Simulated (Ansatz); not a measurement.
## Pressure series in PtSb2

Start from PtSb₂ (space group Pa-3, No. 205; a = 6.463 Å).

Cell and atoms are relaxed at each pressure.

The values are results of Ansatz (a quantum-chemistry and plane-wave program), PBEsol, PAW, cutoff 420 eV, spin-orbit coupling left out, not measurements.

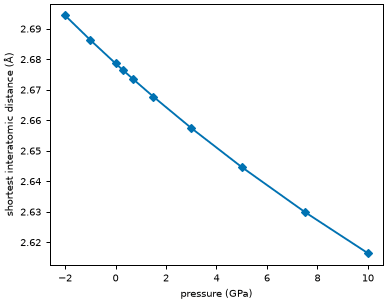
Fig. 1. Shortest interatomic distance against pressure

Question: From the plot, what is the shortest interatomic distance for pressure −1 GPa?

Answer: About 2.686 Å.

Question: Is the trend monotonic over the range shown?

Answer: Yes, it falls throughout, spanning 261.6 pm to 269.4 pm.

Load acts through the strain it causes; cell and atoms are relaxed under it. No phonon test of stability was made. Competing high-pressure phases were not computed. The final runs are not spin-polarised.
